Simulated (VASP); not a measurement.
# ZnPt under strain

Aim: follow the pressure of ZnPt through compression, expansion and shear. All runs use LDA. Left out of this account: 1 further run (self-consistent run: a reference on another mesh). The start is a cell from a database of measured crystal structures.

Method: LDA; plane waves and PAW (Zn, Pt), in VASP 6.6.1.

### Step 1. The structure

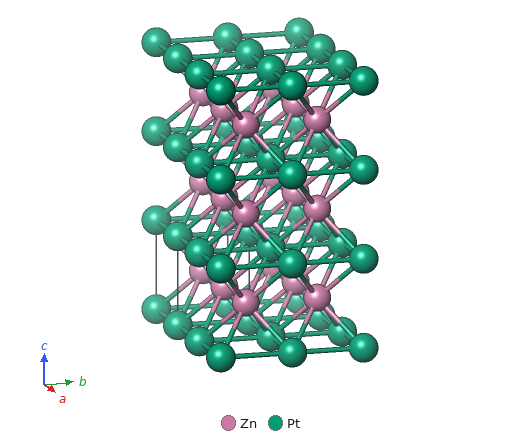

The cell as given, slightly off an axis (zinc pink, platinum teal). 3×2×3 cells are drawn. Some periodic images of atoms are drawn too.

As a file:

```cif
data_structure
_symmetry_space_group_name_H-M 'P 1'
_symmetry_Int_Tables_number 1
_cell_length_a 2.8640
_cell_length_b 2.8640
_cell_length_c 3.5100
_cell_angle_alpha 90.000
_cell_angle_beta 90.000
_cell_angle_gamma 90.000
_cell_volume 28.79
loop_
_atom_site_label
_atom_site_type_symbol
_atom_site_fract_x
_atom_site_fract_y
_atom_site_fract_z
_atom_site_occupancy
Zn1 Zn 0.50000 0.50000 0.50000 1
Pt2 Pt 0.00000 0.00000 0.00000 1
```

### Step 2. Bands, cell as listed

The mesh alone shows little of the dispersion and can miss band extrema, so KPOINTS_OPT adds a path through the symmetry points after the self-consistent cycle. LDA, the lowest rung, knows the local density alone.

INCAR

```
SYSTEM = ZnPt
PREC = Accurate
ENCUT = 400
EDIFF = 1E-06
NELM = 100
ISMEAR = -1
SIGMA = 0.05
LREAL = .FALSE.
ALGO = Normal
GGA = CA
NBANDS = 23
LASPH = .TRUE.
LORBIT = 11
LWAVE = .FALSE.
LCHARG = .FALSE.
KPAR = 2
```

POSCAR

```
ZnPt
1.0
    2.8640000000      0.0000000000      0.0000000000
    0.0000000000      2.8640000000      0.0000000000
    0.0000000000      0.0000000000      3.5100000000
Zn Pt
1 1
Direct
    0.5000000000      0.5000000000      0.5000000000
    0.0000000000      0.0000000000      0.0000000000
```

KPOINTS

```
Automatic mesh
0
Gamma
13 13 11
0 0 0
```

KPOINTS_OPT

```
Line mode
16
Line-mode
Reciprocal
  0.00000000   0.00000000   0.00000000 GAMMA
  0.00000000   0.50000000   0.00000000 X

  0.00000000   0.50000000   0.00000000 X
  0.50000000   0.50000000   0.00000000 M

  0.50000000   0.50000000   0.00000000 M
  0.00000000   0.00000000   0.00000000 GAMMA

  0.00000000   0.00000000   0.00000000 GAMMA
  0.00000000   0.00000000   0.50000000 Z

  0.00000000   0.00000000   0.50000000 Z
  0.00000000   0.50000000   0.50000000 R

  0.00000000   0.50000000   0.50000000 R
  0.50000000   0.50000000   0.50000000 A

  0.50000000   0.50000000   0.50000000 A
  0.00000000   0.00000000   0.50000000 Z

  0.00000000   0.50000000   0.00000000 X
  0.00000000   0.50000000   0.50000000 R

  0.50000000   0.50000000   0.00000000 M
  0.50000000   0.50000000   0.50000000 A
```

The projector-augmented-wave data sets are Zn and Pt (LDA family, release 64).

On the command line:

```bash
$ mpirun -np 2 vasp_std
```

Log:

```text
[banner, memory and clock lines left out]
running    2 mpi-ranks, on    1 nodes
 distrk:  each k-point on    1 cores,    2 groups
 distr:  one band on    1 cores,    1 groups

 POSCAR found type information on POSCAR ZnPt
 POSCAR found :  2 types and       2 ions
 LDA part: xc-table for (Slater(with rela. corr.)+CA(PZ))
 , standard interpolation
 POSCAR, INCAR and KPOINTS ok, starting setup
 FFT: planning ... GRIDC
 FFT: planning ... GRID_SOFT
 FFT: planning ... GRID
 WAVECAR not read
 entering main loop
       N       E                     dE             d eps       ncg     rms          rms(c)
DAV:   1     0.109234782592E+03    0.10923E+03   -0.87832E+03  8365   0.107E+03
DAV:   2    -0.475171115884E+01   -0.11399E+03   -0.10601E+03  8204   0.243E+02
DAV:   3    -0.108763865499E+02   -0.61247E+01   -0.60791E+01  9303   0.556E+01
DAV:   4    -0.109345910398E+02   -0.58204E-01   -0.58193E-01  9037   0.511E+00
DAV:   5    -0.109353189831E+02   -0.72794E-03   -0.72794E-03  9527   0.583E-01    0.100E+01
DAV:   6    -0.105412294517E+02    0.39409E+00   -0.73487E-01  9563   0.136E+01    0.527E+00
DAV:   7    -0.104963789688E+02    0.44850E-01   -0.35309E-02 10694   0.242E+00    0.237E+00
DAV:   8    -0.104857583855E+02    0.10621E-01   -0.12940E-02  9486   0.986E-01    0.213E-01
DAV:   9    -0.104855527310E+02    0.20565E-03   -0.50203E-04  9564   0.499E-01    0.919E-02
DAV:  10    -0.104855119043E+02    0.40827E-04   -0.12402E-04  8877   0.730E-02    0.193E-02
DAV:  11    -0.104855119566E+02   -0.52376E-07   -0.61495E-06  9361   0.172E-02
   1 F= -.10485512E+02 E0= -.10483061E+02  d E =-.490210E-02
 Start KPOINTS_OPT (optional k-point list driver)
k-point batch [1-144\144]
       N       E                     dE             ncg
DAV:   1     0.244940413436E+05   -0.68017E+05     7196
DAV:   2     0.817172772803E+04   -0.16322E+05     7121
DAV:   3     0.732526984634E+04   -0.84646E+03     7982
DAV:   4     0.731707545132E+04   -0.81944E+01     7899
DAV:   5     0.731696104825E+04   -0.11440E+00     8073
DAV:   6     0.731695858445E+04   -0.24638E-02     8200
DAV:   7     0.731695853017E+04   -0.54284E-04     7970
DAV:   8     0.731695852897E+04   -0.11944E-05     6050
DAV:   9     0.731695852881E+04   -0.16239E-06     5335
```

Wall time 16 s (2 MPI ranks of Intel Xeon 6975P-C (Granite Rapids), shared host); peak memory 0.41 GiB; 31 s of CPU time.

Lines that name or quote the potential files are left out of all logs, and their timing lines are given in words.

From OUTCAR (step 2):

```text
ion  position               nearest neighbor table
   1  0.500  0.500  0.500-   2 2.68   2 2.68   2 2.68   2 2.68   2 2.68   2 2.68   2 2.68   2 2.68

  LATTYP: Found a simple tetragonal cell.
 ALAT       =     2.8640000000
 C/A-ratio  =     1.2255586592

 Subroutine GETGRP returns: Found 16 space group operations
 (whereof 16 operations were pure point group operations)

The static configuration has the point symmetry D_4h.

 Found    168 irreducible k-points:

   k-points           NKPTS =    168   k-points in BZ     NKDIM =    168   number of bands    NBANDS=     23

   dimension x,y,z NGX =    20 NGY =   20 NGZ =   24
   dimension x,y,z NGXF=    40 NGYF=   40 NGZF=   48

   ENCUT  =  400.0 eV  29.40 Ry    5.42 a.u.   4.67  4.67  5.72*2*pi/ulx,y,z

   NELECT =      22.0000    total number of electrons

 k-points in reciprocal lattice and weights: Automatic mesh
   0.00000000  0.00000000  0.00000000       0.001
   0.07692308  0.00000000  0.00000000       0.002
   0.15384615  0.00000000  0.00000000       0.002
   0.23076923  0.00000000  0.00000000       0.002
   0.30769231  0.00000000  0.00000000       0.002
   0.38461538  0.00000000  0.00000000       0.002
   0.46153846  0.00000000  0.00000000       0.002
   0.07692308  0.07692308  0.00000000       0.002
   0.15384615  0.07692308  0.00000000       0.004
[...]
0.46153846  0.38461538  0.45454545       0.009
   0.46153846  0.46153846  0.45454545       0.004

 average (electrostatic) potential at core
       1 -33.0961       2 -66.7147

 E-fermi :   7.1814

 k-point     1 :       0.0000    0.0000    0.0000
  band No.  band energies     occupation
    ...
      7       2.6115      2.00000
      8       3.2344      2.00000
      9       5.7049      2.00000
     10       5.7049      2.00000
     11       6.2840      2.00000
     12       9.6343      0.00000
     13      15.5262      0.00000
     14      15.5262      0.00000
     15      16.0392      0.00000
     16      22.4332      0.00000
    ...

 k-point     2 :       0.0769    0.0000    0.0000
  band No.  band energies     occupation
    ...
      7       2.6655      2.00000
      8       3.2618      2.00000
      9       5.4226      2.00000
     10       5.6999      2.00000
     11       6.1619      2.00000
     12      10.0323      0.00000
     13      14.3905      0.00000
     14      15.7654      0.00000
     15      16.4062      0.00000
     16      22.3769      0.00000
    ...

 k-point     3 :       0.1538    0.0000    0.0000
  band No.  band energies     occupation
    ...
      7       2.7795      2.00000
      8       3.3769      2.00000
      9       4.8087      2.00000
     10       5.6859      2.00000
     11       5.8455      2.00000
     12      10.9962      0.00000
     13      12.6091      0.00000
     14      16.4371      0.00000
     15      16.5374      0.00000
     16      21.8413      0.00000
    ...

  Total       -1.8741660     -1.8741660     -1.8314260      0.0000000     -0.0000000      0.0000000
  in kB     -104.2954806   -104.2954806   -101.9170402      0.0000000     -0.0000000      0.0000000
  external PRESSURE =    -103.5026672 kB  Pullay stress =       0.0000000 kB

  energy-cutoff  :      400.00
  volume of cell :       28.79
      direct lattice vectors                 reciprocal lattice vectors
     2.864000000  0.000000000  0.000000000     0.349162011  0.000000000  0.000000000
     0.000000000  2.864000000  0.000000000     0.000000000  0.349162011  0.000000000
     0.000000000  0.000000000  3.510000000     0.000000000  0.000000000  0.284900285

 POSITION                                       TOTAL-FORCE (eV/Angst)
 -----------------------------------------------------------------------------------
      1.43200      1.43200      1.75500         0.000000      0.000000      0.000000
      0.00000      0.00000      0.00000         0.000000      0.000000      0.000000
 -----------------------------------------------------------------------------------
    total drift:                               -0.000000      0.000000      0.000000

  FREE ENERGIE OF THE ION-ELECTRON SYSTEM (eV)
  ---------------------------------------------------
  free  energy   TOTEN  =       -10.4855119566 eV

  energy  without entropy=      -10.4806098559  energy(sigma->0) =      -10.48306091

 total charge
# of ion       s       p       d       tot
------------------------------------------
    1        0.554   0.505   9.784  10.843
    2        0.639   0.525   8.161   9.325
--------------------------------------------------
tot          1.192   1.030  17.946  20.168

[... 3 further parts left out ...]
```

Spin-orbit coupling is off here; with elements this heavy it splits and shifts levels by tenths of an eV or more. At this level the cell is under a tension of 10.4 GPa, so at these settings it is away from equilibrium.

Numbers from this step:

* SCF cycles: 11
* electrons: 22
* bands: 23
* irreducible k-points: 168
* symmetry operations: 16
* free energy (TOTEN): -10.49 eV
* energy at zero smearing: -10.48 eV
* Fermi energy: 7.181 eV
* pressure: -10.35 GPa
* metallic: yes

The electronic bands at the labelled points (eV, zero at the Fermi level; # counts the bands kept):

```
    point     #8     #9    #10    #11    #12    #13    #14
        Γ  -3.95  -1.48  -1.48  -0.90   2.45   8.34   8.34
        X  -4.21  -4.14  -2.59  -1.57   1.18   9.14   9.78
        M  -2.53  -2.53  -0.35  -0.35   0.19   5.10   5.49
        Γ  -3.95  -1.48  -1.48  -0.90   2.45   8.34   8.34
        Z  -4.89  -2.37  -2.37  -1.87  -0.96  12.46  13.63
        R  -2.05  -1.82  -1.55  -1.24  -1.17   3.10   4.16
        A  -5.04  -1.24   0.20   2.62   5.18   5.18   5.59
        Z  -4.89  -2.37  -2.37  -1.87  -0.96  12.46  13.63
jump to X  -4.21  -4.14  -2.59  -1.57   1.18   9.14   9.78
        R  -2.05  -1.82  -1.55  -1.24  -1.17   3.10   4.16
jump to M  -2.53  -2.53  -0.35  -0.35   0.19   5.10   5.49
        A  -5.04  -1.24   0.20   2.62   5.18   5.18   5.59
```

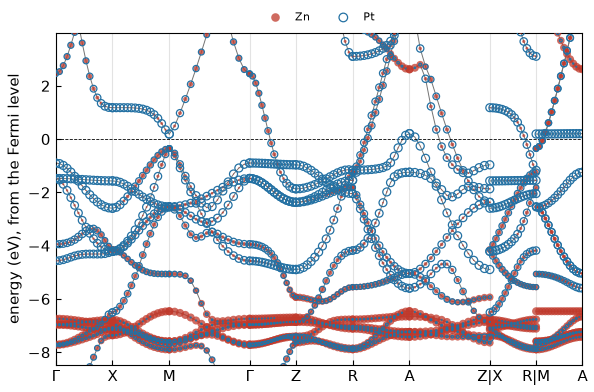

Electronic bands along the path; dots are coloured as in the legend, and their area grows with the weight.

There is no gap at this level.

### Step 3. Bands, volume times 1.04

The cell is expanded evenly, with fractional positions held.

INCAR is that of step 2.

POSCAR

```
ZnPt
1.0
    2.9016885325      0.0000000000      0.0000000000
    0.0000000000      2.9016885325      0.0000000000
    0.0000000000      0.0000000000      3.5561895074
Zn Pt
1 1
Direct
    0.5000000000      0.5000000000      0.5000000000
    0.0000000000      0.0000000000      0.0000000000
```

KPOINTS is that of step 2.

KPOINTS_OPT is that of step 2.

On the command line:

```bash
$ mpirun -np 2 vasp_std
```

Log:

```text
[... set-up lines as in an earlier step ...]
 entering main loop
       N       E                     dE             d eps       ncg     rms          rms(c)
DAV:   1     0.109915351736E+03    0.10992E+03   -0.86630E+03  8246   0.106E+03
DAV:   2    -0.466610241952E+01   -0.11458E+03   -0.10648E+03  8267   0.241E+02
DAV:   3    -0.107729359683E+02   -0.61068E+01   -0.60615E+01  9240   0.555E+01
DAV:   4    -0.108297942459E+02   -0.56858E-01   -0.56848E-01  9002   0.503E+00
DAV:   5    -0.108305117457E+02   -0.71750E-03   -0.71750E-03  9548   0.584E-01    0.893E+00
DAV:   6    -0.104461656580E+02    0.38435E+00   -0.76852E-01  9413   0.133E+01    0.473E+00
DAV:   7    -0.104039654567E+02    0.42200E-01   -0.35147E-02 10683   0.249E+00    0.228E+00
DAV:   8    -0.103926987408E+02    0.11267E-01   -0.17747E-02  9513   0.122E+00    0.265E-01
DAV:   9    -0.103923389915E+02    0.35975E-03   -0.80021E-04  9632   0.641E-01    0.108E-01
DAV:  10    -0.103922927536E+02    0.46238E-04   -0.16146E-04  8887   0.828E-02    0.222E-02
DAV:  11    -0.103922925330E+02    0.22065E-06   -0.62648E-06  9287   0.217E-02
   1 F= -.10392293E+02 E0= -.10389721E+02  d E =-.514393E-02
 Start KPOINTS_OPT (optional k-point list driver)
k-point batch [1-144\144]
       N       E                     dE             ncg
DAV:   1     0.238986359360E+05   -0.68557E+05     7078
DAV:   2     0.738185181161E+04   -0.16517E+05     7072
DAV:   3     0.649947403849E+04   -0.88238E+03     7954
DAV:   4     0.649090785184E+04   -0.85662E+01     7816
DAV:   5     0.649078956507E+04   -0.11829E+00     8136
DAV:   6     0.649078697298E+04   -0.25921E-02     8187
DAV:   7     0.649078691447E+04   -0.58506E-04     8004
DAV:   8     0.649078691316E+04   -0.13099E-05     6008
DAV:   9     0.649078691297E+04   -0.19185E-06     5356
```

Wall time 16 s (2 MPI ranks); peak memory 0.42 GiB; 32 s of CPU time.

Parts of OUTCAR (step 3):

```text
  LATTYP: Found a simple tetragonal cell.
 ALAT       =     2.9016885325
 C/A-ratio  =     1.2255586592

The static configuration has the point symmetry D_4h.

 Found    168 irreducible k-points:

   ENCUT  =  400.0 eV  29.40 Ry    5.42 a.u.   4.73  4.73  5.80*2*pi/ulx,y,z

   NELECT =      22.0000    total number of electrons

 E-fermi :   6.6574

 k-point     1 :       0.0000    0.0000    0.0000
  band No.  band energies     occupation
    ...
      7       2.3082      2.00000
      8       2.8732      2.00000
      9       5.2327      2.00000
     10       5.2327      2.00000
     11       5.7884      2.00000
     12       9.1401      0.00000
     13      14.8730      0.00000
     14      14.8730      0.00000
     15      15.0985      0.00000
     16      21.5996      0.00000
    ...

 k-point     2 :       0.0769    0.0000    0.0000
  band No.  band energies     occupation
    ...
      7       2.3601      2.00000
      8       2.9023      2.00000
      9       4.9738      2.00000
     10       5.2288      2.00000
     11       5.6757      2.00000
     12       9.5127      0.00000
     13      13.6894      0.00000
     14      15.1002      0.00000
     15      15.5319      0.00000
     16      21.5290      0.00000
    ...

  Total       -3.0623216     -3.0623216     -2.9595810      0.0000000      0.0000000      0.0000000
  in kB     -163.8607322   -163.8607322   -158.3632232      0.0000000      0.0000000      0.0000000
  external PRESSURE =    -162.0282292 kB  Pullay stress =       0.0000000 kB

  energy-cutoff  :      400.00
  volume of cell :       29.94
      direct lattice vectors                 reciprocal lattice vectors
     2.901688533  0.000000000  0.000000000     0.344626926  0.000000000  0.000000000
     0.000000000  2.901688533  0.000000000     0.000000000  0.344626926  0.000000000
     0.000000000  0.000000000  3.556189507     0.000000000  0.000000000  0.281199862

 POSITION                                       TOTAL-FORCE (eV/Angst)
 -----------------------------------------------------------------------------------
      1.45084      1.45084      1.77809         0.000000      0.000000      0.000000
      0.00000      0.00000      0.00000         0.000000      0.000000      0.000000
 -----------------------------------------------------------------------------------
    total drift:                               -0.000000      0.000000      0.000000

  FREE ENERGIE OF THE ION-ELECTRON SYSTEM (eV)
  ---------------------------------------------------
  free  energy   TOTEN  =       -10.3922925330 eV

  energy  without entropy=      -10.3871486072  energy(sigma->0) =      -10.38972057

 total charge
# of ion       s       p       d       tot
------------------------------------------
    1        0.543   0.470   9.777  10.791
    2        0.622   0.485   8.139   9.246
--------------------------------------------------
tot          1.165   0.956  17.916  20.037

[... 4 parts as in an earlier step ...]

[... 6 further parts left out ...]
```

This step gave:

- free energy (TOTEN): -10.39 eV
- energy at zero smearing: -10.39 eV
- Fermi energy: 6.657 eV
- pressure: -16.20 GPa

The electronic bands at the labelled points (eV, zero at the Fermi level; # counts the bands kept):

```csv
point,#8,#9,#10,#11,#12,#13,#14,#15
Γ,-3.78,-1.43,-1.43,-0.87,2.48,8.22,8.22,8.44
X,-3.98,-3.97,-2.45,-1.50,1.09,9.01,9.57,11.02
M,-2.44,-2.44,-0.23,-0.23,0.15,4.84,5.17,8.91
Γ,-3.78,-1.43,-1.43,-0.87,2.48,8.22,8.22,8.44
Z,-4.61,-2.25,-2.25,-1.78,-0.93,12.35,13.24,13.24
R,-1.96,-1.65,-1.49,-1.13,-1.10,2.91,3.91,13.15
A,-4.76,-1.19,0.17,2.50,5.09,5.09,5.52,6.67
Z,-4.61,-2.25,-2.25,-1.78,-0.93,12.35,13.24,13.24
jump to X,-3.98,-3.97,-2.45,-1.50,1.09,9.01,9.57,11.02
R,-1.96,-1.65,-1.49,-1.13,-1.10,2.91,3.91,13.15
jump to M,-2.44,-2.44,-0.23,-0.23,0.15,4.84,5.17,8.91
A,-4.76,-1.19,0.17,2.50,5.09,5.09,5.52,6.67
```

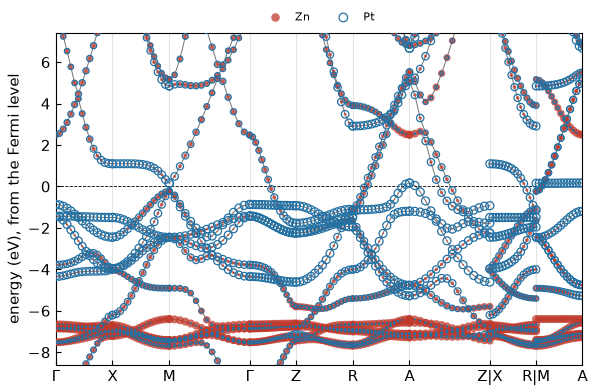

Electronic bands along the path; dots are coloured as in the legend, and their area grows with the weight.

 The pressure is -16.20 GPa.

For the pressure, step 2 gave -10.4 GPa; this run, with cell volume +4.0 %, gives -16.2 GPa.

(Continued in part 2 of 3.)

[Lines on the potential files, build, host, timing and source positions are cut from VASP's logs without a mark.]

[Logs are printed without paths, hosts, clocks, repeated set-up lines and the standing remarks that a program may print on its own settings, such as how far it seeks lower states.]

[Hosts, paths, dates, database ids (printed as entryN), source tags and the programs' standing remarks are cut or masked in the printed files.]

[A measured line is paired with the nearest computed mode of its activity, which favours agreement.]
